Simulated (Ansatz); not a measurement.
# F2H2SSn: vertical spin-state energies in Python

Which spin state of F2H2SSn lies lowest at this geometry? Wanted for F2H2SSn: vertical spin-state energies. SMILES: [F][SnH]([F])[SH].

Program: Ansatz 0.2.0 through its Python package. Level of theory: MP2/def2-SVPD. These are calculated values, not measurements.

## Step 1: The structure

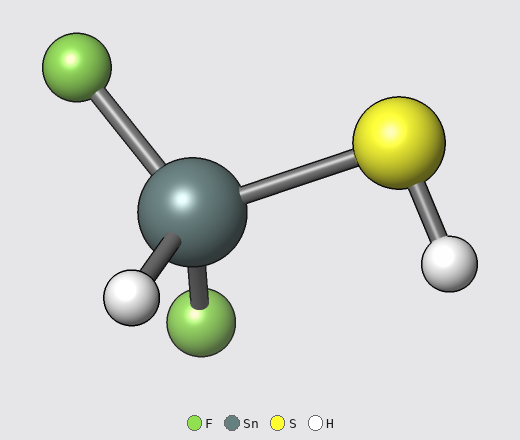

The structure that the script starts from, seen from a chosen angle (fluorine green, tin teal, sulfur yellow, hydrogen white).

The script holds or builds the structure itself.

## Step 2: Script

f2h2ssn_spin.py

```python
"""Gap between spin states of F2H2SSn at one geometry."""

import ansatz as az
from ase import Atoms

atoms = Atoms(["F", "Sn", "F", "S", "H", "H"], positions=[
    (0.3947, -2.1457, 1.0158),
    (0.3524, -0.4153, 0.0418),
    (0.4025, -0.7535, -1.882),
    (-1.5833, 0.8296, 0.5525),
    (1.7543, 0.5199, 0.5077),
    (-1.2786, 1.9009, -0.2819),
])
geometry = az.Crystal.molecule_from_ase(atoms)

base = (
    geometry.calculation()
    .basis(gaussian="def2-SVPD")
    .correlation("mp2")
)
found = {}
for unpaired in [0, 2]:
    summary = base.spin("collinear", total=unpaired).run(threads=1).report
    s = unpaired / 2
    found[unpaired] = summary["free_energy_ev"]
    print(f"2S+1 = {unpaired + 1}: E = {found[unpaired]:.5f} eV, <S^2> = {abs(summary['mean_field']['state']['spin_squared']):.3f} (pure state {s * (s + 1):.2f})")
lowest = min(found, key=found.get)
for unpaired, e in found.items():
    print(f"multiplicity {unpaired + 1}: {23.060548 * (e - found[lowest]):.1f} kcal/mol above the lowest")
```

## Step 3: Launch

Started as:

```console
python f2h2ssn_spin.py
```

The log of the run:

```text
2S+1 = 1: E = -22078.82122 eV, <S^2> = 0.000 (pure state 0.00)
2S+1 = 3: E = -22073.84336 eV, <S^2> = 2.026 (pure state 2.00)
multiplicity 1: 0.0 kcal/mol above the lowest
multiplicity 3: 114.8 kcal/mol above the lowest
```

Wall time 26 s (1 thread of Arm Neoverse V1, shared host); peak memory 0.52 GiB.

## Step 4: The engine's runs

From the records of these 2 runs:

```csv
run,2S+1,energy from run 1 (eV),<S²>,iterations in all,CPU time (s)
1,1,0.0000,0.00,14,4.4
2,3,4.9779,2.03,87,21
```

## Step 5: Outcome

```
        quantity             value
   runs compared                 2
          lowest  run 1 (2S+1 = 1)
next above it by          4.978 eV
```

In words: In order: multiplicity 1 (+0.00 eV) and multiplicity 3 (+4.98 eV), all at the one geometry. Notes:
- The geometry is a force-field or estimated start, not a minimum of this method, and the basis set is short of its limit. All parts are taken at fixed geometry, without zero-point energy.
- def2 sets replace the cores of elements past krypton by effective core potentials.
- Spin-orbit coupling, which mixes and shifts the spin states of heavy atoms, is left out.
